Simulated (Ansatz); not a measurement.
# CH7BOSSi: single points with varied inputs

How do the results and run time of CH7BOSSi respond when the settings are drawn wide?

Computed with Ansatz 0.2.0, Gaussian basis. Level: the settings change from run to run.

**1. The molecule**

The structure was relaxed beforehand with PBE0-D4 in a triple-zeta def2 set.

SMILES `CB(S)O[SiH3]`, 12 atoms, charge 0, spin multiplicity 1.

Atoms are counted from 1 here; the program's logs count them from 0.

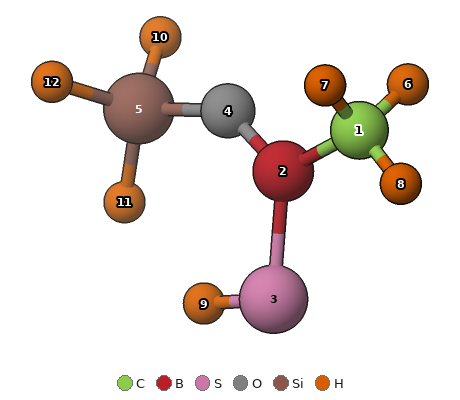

The geometry (carbon green, boron red, sulfur pink, oxygen grey, silicon brown, hydrogen orange); atoms are numbered from 1 in the order of the file.

**2. BHLYP/cc-pVDZ**

Set apart from the defaults: charge -1, multiplicity 2, restricted open-shell orbitals, D4 dispersion.

Input file in.yaml:

```yaml
crystal:
  periodic: [false, false, false]
  atoms:
    - {symbol: C, position_ang: [-1.735566, -0.247879, 1.240992]}
    - {symbol: B, position_ang: [-0.445220, -0.459237, 0.380081]}
    - {symbol: S, position_ang: [0.137098, -2.166328, 0.130216]}
    - {symbol: O, position_ang: [0.185930, 0.622805, -0.144083]}
    - {symbol: Si, position_ang: [1.441730, 1.044896, -1.114010]}
    - {symbol: H, position_ang: [-1.509402, 0.406582, 2.089304]}
    - {symbol: H, position_ang: [-2.493875, 0.272177, 0.646235]}
    - {symbol: H, position_ang: [-2.172794, -1.170189, 1.625144]}
    - {symbol: H, position_ang: [1.224586, -1.901323, -0.613522]}
    - {symbol: H, position_ang: [2.124912, 2.202117, -0.491408]}
    - {symbol: H, position_ang: [2.408543, -0.075924, -1.267426]}
    - {symbol: H, position_ang: [0.911258, 1.417103, -2.447524]}
basis:
  gaussian: {orbitals: cc-pVDZ}
total_charge: -1
magnetization: {spin_polarized: false, initial_magnetization: 1}
hamiltonian: {xc: {name: BHLYP}, dispersion: d4}
output: {forces: true}
```

The run is started by

```
> ansatz run in.yaml --threads 4 --pin off --events-out ev --progress --plain --max-ram 10444MiB
```

The program printed, shortened:

```text
Functional definition: BHLYP
  name "BHLYP"
  cite "Becke, J. Chem. Phys. 98, 1372 (1993) doi:10.1063/1.464304"
  cite "Becke, Phys. Rev. A 38, 3098 (1988) doi:10.1103/PhysRevA.38.3098"
  cite "Lee, Yang & Parr, Phys. Rev. B 37, 785 (1988) doi:10.1103/PhysRevB.37.785"
[...]
1068 factors; integrals over basis functions are off by at most 9.7e-4 eV
[...]
mean field -22586.25817441 eV, -830.0296783938 hartree, gradient 4.1e-6 eV, S^2 0.750000; 7 other end points of the search recorded, 0 dependent functions left out
[...]
reference -22586.25837404 eV, -830.0296857303 hartree; 29, 28 occupied and 84, 85 virtual orbitals, 1068 factors
Total energy: -22586.64655027 eV, -830.0439509436 hartree
Atom 0 at    -1.735566    -0.247879     1.240992 Å, force    -0.208995     0.092916     0.063911 eV/Å
Atom 1 at    -0.445220    -0.459237     0.380081 Å, force     0.876167     0.671567    -0.177158 eV/Å
Atom 2 at     0.137098    -2.166328     0.130216 Å, force    -1.263298    -1.001467     0.959201 eV/Å
Atom 3 at     0.185930     0.622805    -0.144083 Å, force    -2.071585    -0.930051     1.827895 eV/Å
Atom 4 at     1.441730     1.044896    -1.114010 Å, force     2.701775     0.506228    -2.482192 eV/Å
Atom 5 at    -1.509402     0.406582     2.089304 Å, force     0.034718     0.038177     0.041175 eV/Å
Atom 6 at    -2.493875     0.272177     0.646235 Å, force    -0.161796     0.157894    -0.153680 eV/Å
Atom 7 at    -2.172794    -1.170189     1.625144 Å, force    -0.050064    -0.216081     0.055557 eV/Å
Atom 8 at     1.224586    -1.901323    -0.613522 Å, force     0.985161     0.647291    -0.864703 eV/Å
Atom 9 at     2.124912     2.202117    -0.491408 Å, force    -0.403175     0.362803     0.651303 eV/Å
Atom 10 at     2.408543    -0.075924    -1.267426 Å, force    -0.093857    -0.358044     0.122752 eV/Å
Atom 11 at     0.911258     1.417103    -2.447524 Å, force    -0.345051     0.028766    -0.044061 eV/Å
Dipole moment:    -0.590044    -0.306844     0.455059 e Å
```

It took 15 s on 4 threads of Arm Neoverse V1, shared host.

Largest force 3.704 eV/Å.

**3. B97M-V/x2c-TZVPPall**

Set apart from the defaults: charge -1, multiplicity 2, high accuracy.

in.yaml: that of step 2 with these lines changed.

```diff
@@ -16,6 +16,7 @@
 basis:
-  gaussian: {orbitals: cc-pVDZ}
+  gaussian: {orbitals: x2c-TZVPPall}
 total_charge: -1
-magnetization: {spin_polarized: false, initial_magnetization: 1}
-hamiltonian: {xc: {name: BHLYP}, dispersion: d4}
+magnetization: {spin_polarized: true, initial_magnetization: 1}
+hamiltonian: {xc: {name: B97M-V}}
+accuracy: high
 output: {forces: true}
```

Launched as before.

The program printed, shortened:

```text
Functional definition: B97M-V
  name "B97M-V"
  cite "Mardirossian & Head-Gordon, J. Chem. Phys. 142, 074111 (2015) doi:10.1063/1.4907719"
  cite "Becke, J. Chem. Phys. 107, 8554 (1997) doi:10.1063/1.475007"
  cite "Vydrov & Van Voorhis, J. Chem. Phys. 133, 244103 (2010) doi:10.1063/1.3521275"
  # Of w^i u^j: cxij and so on, Table III.
[...]
  gx(w, u) = cx00 + cx01*u + cx02*u^2 + (cx10 + cx11*u)*w
  gss(w, u) = css00 + css02*u^2 + css10*w + (css32*w^3 + css42*w^4)*u^2
  gos(w, u) = cos00 + cos01*u + cos03*u^3 + cos10*w + cos32*w^3*u^2
[...]
      + integral(e_c_pw_mod_opposite_spin*gos(b97_w_opposite, b97_u_opposite)) + vv10(b, c)
4859 factors; integrals over basis functions are off by at most 7.5e-8 eV
[...]
mean field -22634.65143282 eV, -831.8080978385 hartree, gradient 7.6e-8 eV, S^2 0.751730; 5 other end points of the search recorded, 0 dependent functions left out
[...]
Atom 2 at     0.137098    -2.166328     0.130216 Å, force    -0.726877    -0.554418     0.528199 eV/Å
Atom 3 at     0.185930     0.622805    -0.144083 Å, force    -0.472022    -0.306523     0.419258 eV/Å
Atom 4 at     1.441730     1.044896    -1.114010 Å, force     0.871894     0.058800    -0.684634 eV/Å
Atom 5 at    -1.509402     0.406582     2.089304 Å, force     0.032388    -0.014732    -0.039167 eV/Å
Atom 6 at    -2.493875     0.272177     0.646235 Å, force     0.052775    -0.015767    -0.014364 eV/Å
Atom 7 at    -2.172794    -1.170189     1.625144 Å, force     0.009248    -0.038520    -0.003639 eV/Å
Atom 8 at     1.224586    -1.901323    -0.613522 Å, force     0.528417     0.381535    -0.378778 eV/Å
Atom 9 at     2.124912     2.202117    -0.491408 Å, force    -0.168126     0.143204     0.327996 eV/Å
Atom 10 at     2.408543    -0.075924    -1.267426 Å, force     0.008600    -0.114110     0.029539 eV/Å
Atom 11 at     0.911258     1.417103    -2.447524 Å, force    -0.277243    -0.009553    -0.035375 eV/Å
Dipole moment:    -0.028219    -0.252827     0.057398 e Å
```

It took 1.9 min on 4 threads of Arm Neoverse V1, shared host; peak memory 3 GiB.

Largest force 1.110 eV/Å, ⟨S²⟩ 0.752.

**4. r2SCAN/def2-SVP**

This run has unrestricted orbitals, density fitting with cc-pVTZ-jkfit.

in.yaml: that of step 3 with these lines changed.

```diff
@@ -16,7 +16,5 @@
 basis:
-  gaussian: {orbitals: x2c-TZVPPall}
-total_charge: -1
-magnetization: {spin_polarized: true, initial_magnetization: 1}
-hamiltonian: {xc: {name: B97M-V}}
-accuracy: high
+  gaussian: {orbitals: def2-SVP, fitting: {mean_field: cc-pVTZ-jkfit}}
+magnetization: {spin_polarized: true, initial_magnetization: 0}
+hamiltonian: {xc: {name: r2SCAN}}
 output: {forces: true}
```

Same command.

The program printed, shortened:

```text
Functional definition: r2SCAN
  name "r2SCAN"
  cite "Furness, Kaplan, Ning, Perdew & Sun, J. Phys. Chem. Lett. 11, 8208 (2020) doi:10.1021/acs.jpclett.0c02405"
  cite "Furness, Kaplan, Ning, Perdew & Sun, J. Phys. Chem. Lett. 11, 9248 (2020) doi:10.1021/acs.jpclett.0c03077"
  parent r2scan
[...]
689 factors; integrals over basis functions are off by at most 1.1e-1 eV
[...]
mean field -22578.36123119 eV, -829.7394710833 hartree, gradient 3.1e-5 eV, S^2 0.000000; 0 other end points of the search recorded, 0 dependent functions left out
[...]
reference -22578.36124348 eV, -829.7394715348 hartree; 28, 28 occupied and 85, 85 virtual orbitals, 689 factors
Total energy: -22578.36124348 eV, -829.7394715348 hartree
Atom 0 at    -1.735566    -0.247879     1.240992 Å, force     0.146693    -0.085846    -0.091279 eV/Å
Atom 1 at    -0.445220    -0.459237     0.380081 Å, force    -0.178724    -0.090372     0.130044 eV/Å
Atom 2 at     0.137098    -2.166328     0.130216 Å, force    -0.132427    -0.207217     0.104965 eV/Å
Atom 3 at     0.185930     0.622805    -0.144083 Å, force    -0.425196    -0.052612     0.338428 eV/Å
Atom 4 at     1.441730     1.044896    -1.114010 Å, force     0.509395     0.275598    -0.409882 eV/Å
Atom 5 at    -1.509402     0.406582     2.089304 Å, force     0.063538     0.186296     0.211370 eV/Å
Atom 6 at    -2.493875     0.272177     0.646235 Å, force    -0.188770     0.151802    -0.156774 eV/Å
Atom 7 at    -2.172794    -1.170189     1.625144 Å, force    -0.129019    -0.251411     0.110939 eV/Å
Atom 8 at     1.224586    -1.901323    -0.613522 Å, force     0.188437     0.032414    -0.133180 eV/Å
Atom 9 at     2.124912     2.202117    -0.491408 Å, force     0.075964     0.098392     0.028202 eV/Å
Atom 10 at     2.408543    -0.075924    -1.267426 Å, force     0.095546    -0.093819    -0.009087 eV/Å
Atom 11 at     0.911258     1.417103    -2.447524 Å, force    -0.025437     0.036775    -0.123746 eV/Å
Dipole moment:     0.154597     0.198007    -0.126415 e Å
```

Run time: 3.8 s. Hardware: 4 threads of Arm Neoverse V1, shared host.

Largest force 0.710 eV/Å, dipole 1.35 D, ⟨S²⟩ 0.000.

**5. PBE-QIDH/6-31G**

Set apart from the defaults: high accuracy.

in.yaml: that of step 4 with these lines changed.

```diff
@@ -16,5 +16,5 @@
 basis:
-  gaussian: {orbitals: def2-SVP, fitting: {mean_field: cc-pVTZ-jkfit}}
-magnetization: {spin_polarized: true, initial_magnetization: 0}
-hamiltonian: {xc: {name: r2SCAN}}
+  gaussian: {orbitals: 6-31G}
+hamiltonian: {xc: {name: PBE-QIDH}}
+accuracy: high
 output: {forces: true}
```

Launched as before.

The program printed, shortened:

```text
Functional definition: PBE-QIDH
  name "PBE-QIDH"
  cite "Brémond, Sancho-García, Pérez-Jiménez & Adamo, J. Chem. Phys. 141, 031101 (2014) doi:10.1063/1.4890314"
  cite "Perdew, Burke & Ernzerhof, Phys. Rev. Lett. 77, 3865 (1996) doi:10.1103/PhysRevLett.77.3865"
[...]
1710 factors; integrals over basis functions are off by at most 5.9e-9 eV
[...]
mean field -22560.89399228 eV, -829.0975618932 hartree, gradient 2.2e-8 eV, S^2 0.000000; 0 other end points of the search recorded, 0 dependent functions left out
13 core orbitals not correlated: weight in the atoms' cores, before any rotation towards them, 1.000 or more for the frozen orbitals, at most 0.000 for the correlated occupied ones
reference -22560.89399334 eV, -829.0975619319 hartree; 15, 15 occupied and 39, 39 virtual orbitals, 1710 factors
second order -11.61978022 eV of doubles, -0.00000000 eV of singles
[...]
Atom 2 at     0.137098    -2.166328     0.130216 Å, force    -0.108409    -0.811781     0.133219 eV/Å
Atom 3 at     0.185930     0.622805    -0.144083 Å, force    -1.459923    -0.647624     1.137494 eV/Å
Atom 4 at     1.441730     1.044896    -1.114010 Å, force     1.796631     1.039738    -1.409237 eV/Å
Atom 5 at    -1.509402     0.406582     2.089304 Å, force     0.011737    -0.023775    -0.017023 eV/Å
Atom 6 at    -2.493875     0.272177     0.646235 Å, force     0.020447    -0.022577    -0.000479 eV/Å
Atom 7 at    -2.172794    -1.170189     1.625144 Å, force     0.021519     0.003496    -0.015394 eV/Å
Atom 8 at     1.224586    -1.901323    -0.613522 Å, force     0.540301    -0.041742    -0.350825 eV/Å
Atom 9 at     2.124912     2.202117    -0.491408 Å, force     0.124173     0.149621     0.061139 eV/Å
Atom 10 at     2.408543    -0.075924    -1.267426 Å, force     0.141694    -0.209362    -0.013707 eV/Å
Atom 11 at     0.911258     1.417103    -2.447524 Å, force    -0.053354     0.043932    -0.211629 eV/Å
Dipole moment:     0.281541     0.314004    -0.234445 e Å
```

It took 8 s on 4 threads of Arm Neoverse V1, shared host.

Largest force 2.509 eV/Å, dipole 2.32 D.

**6. RPBE/6-31++G****

Options: a point charge of 1.00 e beside it.

in.yaml: that of step 5 with these lines changed.

```diff
@@ -16,5 +16,3 @@
 basis:
-  gaussian: {orbitals: 6-31G}
-hamiltonian: {xc: {name: PBE-QIDH}}
-accuracy: high
-output: {forces: true}
+  gaussian: {orbitals: "6-31++G**", point_charges: [{charge: 1.00, position_ang: [6.067, 0.273, 0.683]}]}
+hamiltonian: {xc: {name: RPBE}}
```

The command is unchanged.

The program printed:

```text
Functional definition: RPBE
  name "RPBE"
  cite "Hammer, Hansen & Nørskov, Phys. Rev. B 59, 7413 (1999) doi:10.1103/PhysRevB.59.7413"
  cite "Perdew, Burke & Ernzerhof, Phys. Rev. Lett. 77, 3865 (1996) doi:10.1103/PhysRevLett.77.3865"
  parameter kappa = 0.804
  parameter beta = 0.06672455060314922
  exchange = rpbe_x(kappa = kappa, mu = beta*pi^2/3)
  correlation = pbe_c(beta = beta)
1439 factors; their error is unknown
mean field evaluation 1: about -22573.2405 eV, gradient 8.2e1 eV
mean field evaluation 2: about -22464.5334 eV, gradient 2.0e2 eV
mean field evaluation 4: about -22587.3343 eV, gradient 2.0e1 eV
mean field evaluation 8: about -22588.2294 eV, gradient 1.6e-1 eV
mean field evaluation 16: about -22588.1576 eV, gradient 1.4e-4 eV
mean field -22588.15757811 eV, -830.0994801926 hartree, gradient 5.3e-5 eV, S^2 0.000000; 0 other end points of the search recorded, 0 dependent functions left out
reference -22588.15767068 eV, -830.0994835944 hartree; 28, 28 occupied and 117, 117 virtual orbitals, 1439 factors
Total energy: -22588.15767068 eV, -830.0994835944 hartree
```

It took 1.6 s on 4 threads of Arm Neoverse V1, shared host.

**7. RPBE/pcseg-2**

Set apart from the defaults: D3(BJ) dispersion.

in.yaml: that of step 6 with these lines changed.

```diff
@@ -16,3 +16,4 @@
 basis:
-  gaussian: {orbitals: "6-31++G**", point_charges: [{charge: 1.00, position_ang: [6.067, 0.273, 0.683]}]}
-hamiltonian: {xc: {name: RPBE}}
+  gaussian: {orbitals: pcseg-2}
+hamiltonian: {xc: {name: RPBE}, dispersion: d3bj}
+output: {forces: true}
```

The command is unchanged.

The program printed, shortened:

```text
Functional definition: RPBE
  name "RPBE"
  cite "Hammer, Hansen & Nørskov, Phys. Rev. B 59, 7413 (1999) doi:10.1103/PhysRevB.59.7413"
  cite "Perdew, Burke & Ernzerhof, Phys. Rev. Lett. 77, 3865 (1996) doi:10.1103/PhysRevLett.77.3865"
[...]
1364 factors; their error is unknown
[...]
mean field -22591.50916828 eV, -830.2226488593 hartree, gradient 4.8e-5 eV, S^2 0.000000; 0 other end points of the search recorded, 0 dependent functions left out
[...]
reference -22591.50922948 eV, -830.2226511084 hartree; 28, 28 occupied and 228, 228 virtual orbitals, 1364 factors
Total energy: -22592.92538154 eV, -830.2746937366 hartree
Atom 0 at    -1.735566    -0.247879     1.240992 Å, force     0.004186    -0.064567     0.003247 eV/Å
Atom 1 at    -0.445220    -0.459237     0.380081 Å, force    -0.074118    -0.211325     0.064536 eV/Å
Atom 2 at     0.137098    -2.166328     0.130216 Å, force    -0.175618    -0.239926     0.136198 eV/Å
Atom 3 at     0.185930     0.622805    -0.144083 Å, force    -0.186012     0.334247     0.127130 eV/Å
Atom 4 at     1.441730     1.044896    -1.114010 Å, force     0.241245    -0.013953    -0.175213 eV/Å
Atom 5 at    -1.509402     0.406582     2.089304 Å, force     0.040882     0.127721     0.164453 eV/Å
Atom 6 at    -2.493875     0.272177     0.646235 Å, force    -0.147921     0.101840    -0.112479 eV/Å
Atom 7 at    -2.172794    -1.170189     1.625144 Å, force    -0.071156    -0.180040     0.065280 eV/Å
Atom 8 at     1.224586    -1.901323    -0.613522 Å, force     0.217554     0.086972    -0.153782 eV/Å
Atom 9 at     2.124912     2.202117    -0.491408 Å, force     0.087927     0.135734     0.066121 eV/Å
Atom 10 at     2.408543    -0.075924    -1.267426 Å, force     0.116915    -0.120687    -0.023717 eV/Å
Atom 11 at     0.911258     1.417103    -2.447524 Å, force    -0.053885     0.043984    -0.161773 eV/Å
Dipole moment:     0.133462     0.192125    -0.112066 e Å
```

Wall time 2.9 s (4 threads of Arm Neoverse V1, shared host).

Largest force 0.403 eV/Å, dipole 1.25 D.

**8. r2SCAN0/cc-pVDZ**

This run has D4 dispersion.

in.yaml: that of step 7 with these lines changed.

```diff
@@ -16,4 +16,3 @@
 basis:
-  gaussian: {orbitals: pcseg-2}
-hamiltonian: {xc: {name: RPBE}, dispersion: d3bj}
-output: {forces: true}
+  gaussian: {orbitals: cc-pVDZ}
+hamiltonian: {xc: {name: r2SCAN0}, dispersion: d4}
```

Same command.

The program printed, shortened:

```text
Functional definition: r2SCAN0
  name "r2SCAN0"
  cite "Bursch, Neugebauer, Ehlert & Grimme, J. Chem. Phys. 156, 134105 (2022) doi:10.1063/5.0086040"
  cite "Furness, Kaplan, Ning, Perdew & Sun, J. Phys. Chem. Lett. 11, 8208 (2020) doi:10.1021/acs.jpclett.0c02405"
  cite "Furness, Kaplan, Ning, Perdew & Sun, J. Phys. Chem. Lett. 11, 9248 (2020) doi:10.1021/acs.jpclett.0c03077"
  parent r2scan
[...]
1068 factors; integrals over basis functions are off by at most 9.7e-4 eV
[...]
mean field -22586.53788366 eV, -830.0399575192 hartree, gradient 2.4e-5 eV, S^2 0.000000; 0 other end points of the search recorded, 0 dependent functions left out
reference -22586.53789280 eV, -830.0399578551 hartree; 28, 28 occupied and 85, 85 virtual orbitals, 1068 factors
Total energy: -22586.62001310 eV, -830.0429757205 hartree
```

Run time: 2.7 s. Hardware: 4 threads of Arm Neoverse V1, shared host.

**9. CAM-B3LYP/aug-cc-pVDZ**

Options: unrestricted orbitals.

in.yaml: that of step 8 with these lines changed.

```diff
@@ -16,3 +16,4 @@
 basis:
-  gaussian: {orbitals: cc-pVDZ}
-hamiltonian: {xc: {name: r2SCAN0}, dispersion: d4}
+  gaussian: {orbitals: aug-cc-pVDZ}
+magnetization: {spin_polarized: true, initial_magnetization: 0}
+hamiltonian: {xc: {name: CAM-B3LYP}}
```

Same command.

The program printed, shortened:

```text
Functional definition: CAM-B3LYP
  name "CAM-B3LYP"
  cite "Yanai, Tew & Handy, Chem. Phys. Lett. 393, 51 (2004) doi:10.1016/j.cplett.2004.06.011"
  cite "Iikura, Tsuneda, Yanai & Hirao, J. Chem. Phys. 115, 3540 (2001) doi:10.1063/1.1383587"
  cite "Becke, Phys. Rev. A 38, 3098 (1988) doi:10.1103/PhysRevA.38.3098"
  cite "Lee, Yang & Parr, Phys. Rev. B 37, 785 (1988) doi:10.1103/PhysRevB.37.785"
  cite "Vosko, Wilk & Nusair, Can. J. Phys. 58, 1200 (1980) doi:10.1139/p80-159"
[...]
  # Exact exchange under (alpha + beta erf(omega r))/r, Becke's under what is left of 1/r.
[...]
1739 factors; their error is unknown
822 factors; integrals over basis functions are off by at most 1.3e-5 eV
[...]
mean field -22589.57967572 eV, -830.1517413157 hartree, gradient 3.3e-5 eV, S^2 0.000000; 0 other end points of the search recorded, 0 dependent functions left out
reference -22589.57986802 eV, -830.1517483827 hartree; 28, 28 occupied and 158, 158 virtual orbitals, 1739 factors
Total energy: -22589.57986802 eV, -830.1517483827 hartree
```

Run time: 8.5 s. Hardware: 4 threads of Arm Neoverse V1, shared host; peak memory 1 GiB.

⟨S²⟩ 0.000.

**10. wB97/def2-TZVP**

This run has a grid of angular degree 11, the search for lower states set to light.

in.yaml: that of step 9 with these lines changed.

```diff
@@ -16,4 +16,4 @@
 basis:
-  gaussian: {orbitals: aug-cc-pVDZ}
-magnetization: {spin_polarized: true, initial_magnetization: 0}
-hamiltonian: {xc: {name: CAM-B3LYP}}
+  gaussian: {orbitals: def2-TZVP, final_grid: {core_spheres: 5, valence_spheres: 4, degree: 11}}
+hamiltonian: {xc: {name: wB97}}
+scf: {lower_state_search: light}
```

Same command.

The program printed, shortened:

```text
Functional definition: wB97
  name "wB97"
  cite "Chai & Head-Gordon, J. Chem. Phys. 128, 084106 (2008) doi:10.1063/1.2834918"
  cite "Becke, J. Chem. Phys. 107, 8554 (1997) doi:10.1063/1.475007"
[...]
  # The coefficients of nought are those of the uniform gas.
[...]
      + integral(e_c_pw_opposite_spin*poly(b97_u_opposite, 1, cos1, cos2, cos3, cos4))
1321 factors; their error is unknown
479 factors; integrals over basis functions are off by at most 2.0e-5 eV
[...]
mean field -22591.98620822 eV, -830.2401797537 hartree, gradient 4.9e-5 eV, S^2 0.000000; 0 other end points of the search recorded, 0 dependent functions left out
reference -22591.98620005 eV, -830.2401794537 hartree; 28, 28 occupied and 181, 181 virtual orbitals, 1321 factors
Total energy: -22591.98620005 eV, -830.2401794537 hartree
```

It took 1.8 s on 4 threads of Arm Neoverse V1, shared host.

**11. All runs side by side**

```
                level  charge  multiplicity               geometry  functions  energy (eV)     time
        BHLYP/cc-pVDZ      -1             2                relaxed        113   -22586.647     15 s
  B97M-V/x2c-TZVPPall      -1             2                relaxed        275   -22634.651  1.9 min
      r2SCAN/def2-SVP       0             1                relaxed        113   -22578.361    3.8 s
       PBE-QIDH/6-31G       0             1                relaxed         67   -22564.767      8 s
       RPBE/6-31++G**       0             1  relaxed, point charge        145   -22588.158    1.6 s
         RPBE/pcseg-2       0             1                relaxed        256   -22592.925    2.9 s
      r2SCAN0/cc-pVDZ       0             1                relaxed        113   -22586.620    2.7 s
CAM-B3LYP/aug-cc-pVDZ       0             1                relaxed        186   -22589.580    8.5 s
       wB97/def2-TZVP       0             1                relaxed        209   -22591.986    1.8 s
```

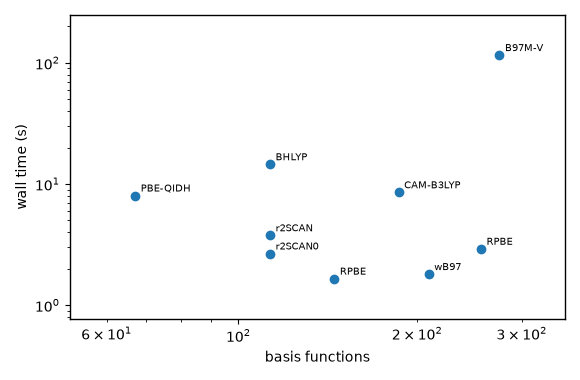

Wall time against the number of basis functions (shared host).

**12. Results**

| quantity | value |
| --- | --- |
| runs | 9 |
| quickest | RPBE/6-31++G**, 1.6 s |
| slowest | B97M-V/x2c-TZVPPall, 1.9 min |
| spread of total energies, same state and geometry | 28.2 eV |
| dipole, same state and geometry | 1.25 to 2.32 D |

Run time spans a factor of 70, from RPBE/6-31++G** to B97M-V/x2c-TZVPPall. The jobs differ in tasks and options as well as level. The totals spread over 28 eV; they can't be compared across methods or bases. At the PBE0-D4/def2-TZVP geometry and in the same state, runs without warnings or point charges leave forces up to 2.51 eV/Å (PBE-QIDH/6-31G). At that geometry and state the dipole changes by 86 % between the lowest and highest value.
